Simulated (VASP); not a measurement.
Band structure of LaHg₂ (space group P6/mmm). All values below come from PBEsol GGA, VASP's PBE PAW potentials (set 64) (plane waves; VASP).

Unless said otherwise, spin-orbit coupling is left out, though it shifts the bands of the heavy elements here.

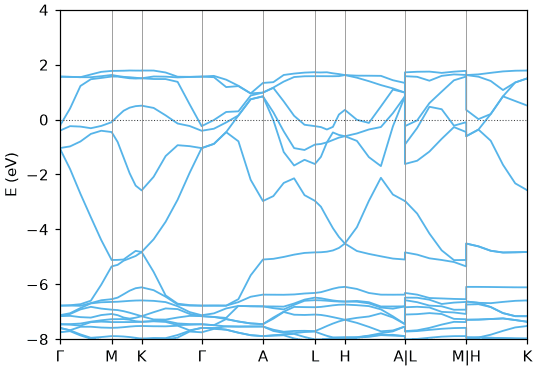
Bands along high-symmetry lines, zero at the valence-band maximum or, without a gap, the Fermi level

Question: Read the plot: is there a gap, and where are the band edges?

Answer: It has no gap at this level: it comes out as a metal or semimetal.

The structure comes from a measured LaHg2 entry of the Crystallography Open Database, whose conditions weren't checked. The cell was not relaxed at this level. The electron count is odd and the run is not spin-polarised, which forces a metal.
